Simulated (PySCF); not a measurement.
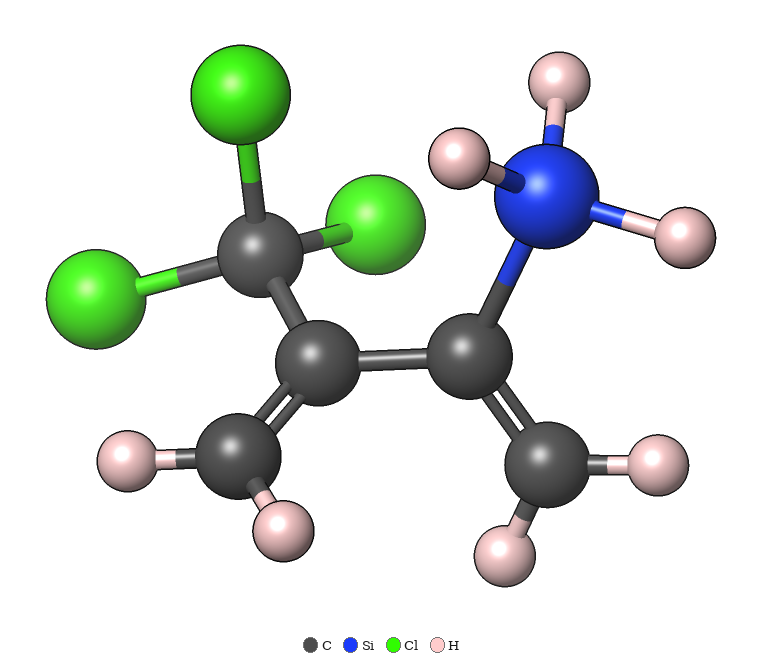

The geometry was computed by an optimisation with GFN2-xTB. No frequency run is at hand to confirm it as a minimum. Level of theory: PBE0/pcSseg-1, gas phase (PySCF 2.14.0).

> What is the HOMO–LUMO gap?

6.52 eV.

> Estimate the HOMO energy (Kohn–Sham orbital).

−7.76 eV.

> Give the dipole moment at this level.

2.01 D.

The geometry is semi-empirical. Around Si such bond lengths and angles can be off by a tenth of an ångström or more and by several degrees, and values that hang on the shape move with them.
